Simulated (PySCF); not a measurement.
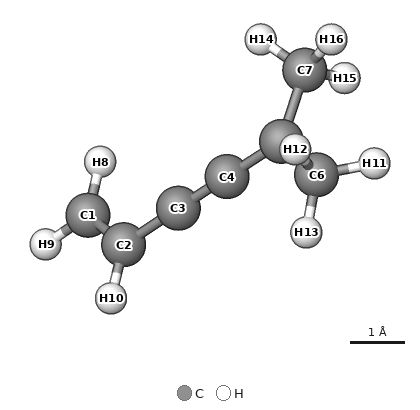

Fig. 1: The structure (ball-and-stick view, seen at a tilt; atoms are numbered from 1 in the order of the input).

# What a change does: NMR shielding calculation on C7H9

System: C7H9, charge +1, SMILES C=CC#C[C+](C)C.
Method of run A: GIAO PBE0/pcSseg-1 NMR shielding, non-relativistic, gas phase (PySCF 2.14.0).

The geometry comes from this level: GFN2-xTB. Text and figures count atoms from 1; the logs count them from 0 in places.

**Input file, run A**
```
{"job": {"kind": "nmr", "xc": "PBE0", "basis": "pcSseg-1"}, "charge": 1, "multiplicity": 1}
C      3.545252     0.444389     0.250441
C      2.644169     0.057830    -0.670178
C      1.280501     0.104877    -0.427665
C      0.072690     0.136017    -0.219884
C     -1.270165     0.165475     0.015655
C     -2.206994    -0.217602    -1.039588
C     -1.768745     0.577824     1.329310
H      3.246102     0.813536     1.219031
H      4.602475     0.399171     0.047748
H      2.949869    -0.308741    -1.642653
H     -3.055178    -0.766935    -0.629176
H     -2.630234     0.698769    -1.467963
H     -1.734141    -0.772086    -1.846736
H     -1.118178     1.308771     1.807565
H     -1.770348    -0.301940     1.983858
H     -2.794673     0.937071     1.278824
```

The first line tells a small driver script what to run in PySCF; the rest is the geometry in Å.

Command:
```bash
OMP_NUM_THREADS=1 python <driver script> task.json out
```

Hardware: 1 CPU thread, shared host.

**Output (run A)**
```
coarse grid: 13184 points
cycle   1  E = -271.3497384799  dE =  1.175e+00  |g| = 3.651e-01  |ddm| = 3.803e+00
cycle   2  E = -271.3181027728  dE =  3.164e-02  |g| = 5.067e-01  |ddm| = 8.591e-01
cycle   3  E = -271.3756186808  dE = -5.752e-02  |g| = 1.579e-01  |ddm| = 4.953e-01
cycle   4  E = -271.3823523786  dE = -6.734e-03  |g| = 5.458e-02  |ddm| = 1.577e-01
cycle   5  E = -271.3830294224  dE = -6.770e-04  |g| = 2.033e-02  |ddm| = 4.776e-02
cycle   6  E = -271.3831285173  dE = -9.909e-05  |g| = 4.024e-03  |ddm| = 1.846e-02
cycle   7  E = -271.3831320638  dE = -3.546e-06  |g| = 1.923e-03  |ddm| = 4.469e-03
final grid: 126808 points
cycle   8  E = -271.4258761018  dE = -3.104e-05  |g| = 6.602e-03  |ddm| = 7.786e-02
cycle   9  E = -271.4258745412  dE =  1.561e-06  |g| = 7.033e-03  |ddm| = 1.347e-02
cycle  10  E = -271.4258872052  dE = -1.266e-05  |g| = 1.804e-03  |ddm| = 7.176e-03
cycle  11  E = -271.4258881277  dE = -9.225e-07  |g| = 3.358e-04  |ddm| = 1.634e-03
cycle  12  E = -271.4258881497  dE = -2.198e-08  |g| = 1.980e-04  |ddm| = 3.825e-04
cycle  13  E = -271.4258881595  dE = -9.806e-09  |g| = 4.195e-05  |ddm| = 1.643e-04
cycle  14  E = -271.4258881599  dE = -4.469e-10  |g| = 1.062e-05  |ddm| = 5.157e-05
converged SCF energy = -271.4258881599

GIAO shielding tensors (ppm)
atom      isotropic    diamagn.    paramagn.     s11        s22        s33       span
  0 C        0.047     256.121    -256.074   -119.887    -45.819    165.846    285.733
  1 C       61.061     264.075    -203.013    -42.917     59.617    166.484    209.401
  2 C      -24.990     257.861    -282.851    -60.103    -31.808     16.941     77.044
  3 C       61.675     254.475    -192.800     -2.155      5.763    181.417    183.572
  4 C      -64.094     267.379    -331.473   -226.234   -125.749    159.701    385.935
  5 C      142.331     248.753    -106.422    101.856    151.506    173.633     71.777
  6 C      143.183     249.533    -106.350    103.585    151.865    174.100     70.516
  7 H       23.523      31.313      -7.791     18.471     24.212     27.885      9.413
  8 H       23.307      26.351      -3.043     19.354     24.015     26.553      7.198
  9 H       23.931      29.810      -5.879     21.675     24.075     26.043      4.367
 10 H       27.890      27.620       0.270     24.687     27.346     31.638      6.952
 11 H       28.240      26.705       1.534     25.233     26.185     33.301      8.068
 12 H       28.074      29.618      -1.544     24.165     27.577     32.482      8.316
 13 H       28.079      29.737      -1.659     24.297     27.438     32.500      8.204
 14 H       28.337      28.195       0.143     25.178     26.275     33.559      8.382
 15 H       27.920      28.090      -0.169     24.635     27.831     31.295      6.660
```

For run B the input was changed thus:
```diff
+"pop": true
+"scf": {"aux": "def2-universal-jkfit"}
```

Predict how the results change.

The total energy of run B is 0.01 kcal/mol lower, which measures the change of basis and not a stability. No shielding changes by as much as 0.05 ppm. The SCF takes 11 iterations against 14.

**Output (run B)**
```
final grid: 126808 points
cycle   1  E = -271.3930112855  dE =  1.176e+00  |g| = 3.614e-01  |ddm| = 3.796e+00
cycle   2  E = -271.3616454892  dE =  3.137e-02  |g| = 5.026e-01  |ddm| = 8.629e-01
cycle   3  E = -271.4185197524  dE = -5.687e-02  |g| = 1.564e-01  |ddm| = 4.967e-01
cycle   4  E = -271.4251323069  dE = -6.613e-03  |g| = 5.432e-02  |ddm| = 1.569e-01
cycle   5  E = -271.4258067525  dE = -6.744e-04  |g| = 2.010e-02  |ddm| = 4.787e-02
cycle   6  E = -271.4259040220  dE = -9.727e-05  |g| = 3.936e-03  |ddm| = 1.838e-02
cycle   7  E = -271.4259074210  dE = -3.399e-06  |g| = 1.915e-03  |ddm| = 4.450e-03
cycle   8  E = -271.4259084038  dE = -9.828e-07  |g| = 3.246e-04  |ddm| = 1.746e-03
cycle   9  E = -271.4259084353  dE = -3.149e-08  |g| = 1.530e-04  |ddm| = 5.880e-04
cycle  10  E = -271.4259084432  dE = -7.938e-09  |g| = 3.824e-05  |ddm| = 2.160e-04
cycle  11  E = -271.4259084436  dE = -4.093e-10  |g| = 1.823e-05  |ddm| = 5.900e-05
converged SCF energy = -271.4259084436

GIAO shielding tensors (ppm)
atom      isotropic    diamagn.    paramagn.     s11        s22        s33       span
  0 C        0.048     256.121    -256.073   -119.885    -45.816    165.845    285.730
  1 C       61.063     264.075    -203.012    -42.916     59.618    166.485    209.401
  2 C      -24.995     257.860    -282.855    -60.106    -31.814     16.935     77.040
  3 C       61.672     254.474    -192.802     -2.159      5.760    181.415    183.574
  4 C      -64.092     267.379    -331.471   -226.228   -125.748    159.701    385.929
  5 C      142.329     248.753    -106.424    101.854    151.502    173.631     71.778
  6 C      143.181     249.533    -106.352    103.583    151.861    174.099     70.516
  7 H       23.523      31.313      -7.791     18.472     24.212     27.885      9.413
  8 H       23.308      26.351      -3.043     19.355     24.015     26.553      7.198
  9 H       23.931      29.810      -5.879     21.675     24.076     26.043      4.368
 10 H       27.890      27.621       0.270     24.687     27.346     31.638      6.952
 11 H       28.240      26.706       1.534     25.233     26.186     33.300      8.067
 12 H       28.074      29.618      -1.544     24.165     27.577     32.481      8.316
 13 H       28.078      29.737      -1.659     24.297     27.438     32.500      8.204
 14 H       28.337      28.195       0.143     25.178     26.275     33.559      8.381
 15 H       27.920      28.090      -0.169     24.635     27.831     31.295      6.660
```

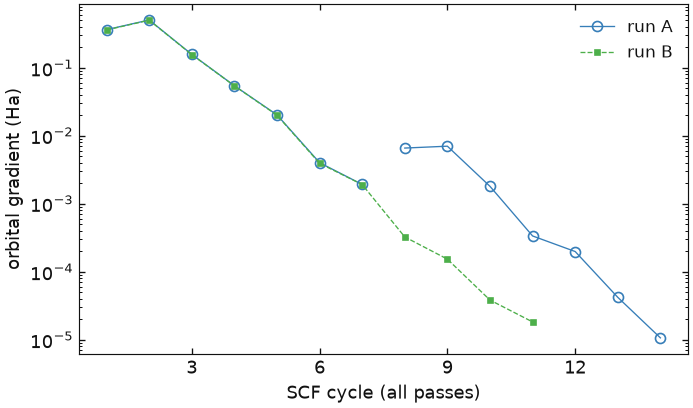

Fig. 2: Convergence of the two runs: orbital gradient against the SCF cycle. A break in a curve parts two SCF passes (coarse and final grid). Run A takes 14 cycles in all, and run B takes 11.

**The two runs side by side**

```tsv
quantity	run A	run B
outcome	converged	converged
total energy (hartree)	−271.425888	−271.425908
HOMO (eV)	−12.74	−12.74
LUMO (eV)	−8.45	−8.45
shielding of C1 (ppm)	0.0	0.0
shielding of C2 (ppm)	61.1	61.1
shielding of C3 (ppm)	−25.0	−25.0
shielding of C4 (ppm)	61.7	61.7
shielding of C5 (ppm)	−64.1	−64.1
shielding of C6 (ppm)	142.3	142.3
shielding of C7 (ppm)	143.2	143.2
SCF iterations	14	11
basis functions	164	164
wall time (shared host)	41 s	32 s
```
